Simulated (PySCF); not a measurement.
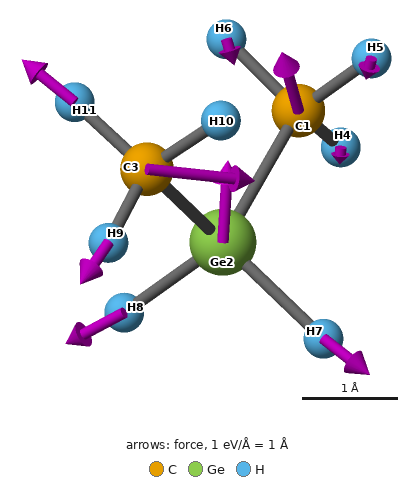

Starting geometry of C₂H₈Ge with the computed forces as purple arrows. Style: ball-and-stick. Shown from a free direction.

The start comes from GFN2-xTB. Its atoms were then displaced at random by about 0.01 Å.

Method: PySCF 2.14.0, density-fitted response routines, PBE0-D3(BJ)/def2-TZVP geometry optimisation, gas phase. 

**Is this structure relaxed? If not, where do the atoms go?**

It isn't relaxed: the largest force vector, on C3, is 1.25 eV/Å. The final displacements follow the starting forces only in part (cosine between the two patterns 0.52). The energy falls by 6.97 kJ/mol in 5 geometry steps. The largest move after the best rigid fit is that of H7, 0.050 Å. Largest moves by element: H 0.050 Å, C 0.042 Å, Ge 0.010 Å. Near-neighbour distances that change, for instance: Ge2–H8 1.502 → 1.544 Å, Ge2–H7 1.507 → 1.544 Å, Ge2–C3 1.983 → 1.955 Å, C3–H11 1.070 → 1.091 Å. Among the angles between lasting bonds that change: H5–C1–H6 105.2° → 108.4°, Ge2–C1–H4 114.1° → 110.8°.
